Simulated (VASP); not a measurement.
Band structure of K2S (antifluorite). Level of theory: PBE GGA, VASP's PBE PAW potentials (set 64) (plane waves; VASP 6.6.1).

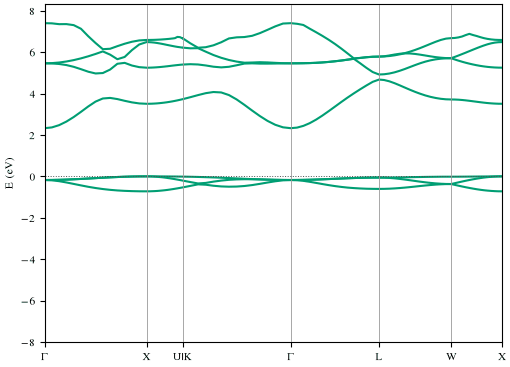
*Bands along high-symmetry lines, zero at the valence-band maximum or, without a gap, the Fermi level*

Question: Read the plot: is there a gap, and where are the band edges?

Answer: The gap is indirect, 2.33 eV, from the valence maximum at X to the conduction minimum at Γ. (Edges off the drawn lines would not show.)

The compound is K2S in the antifluorite structure. It was relaxed first.
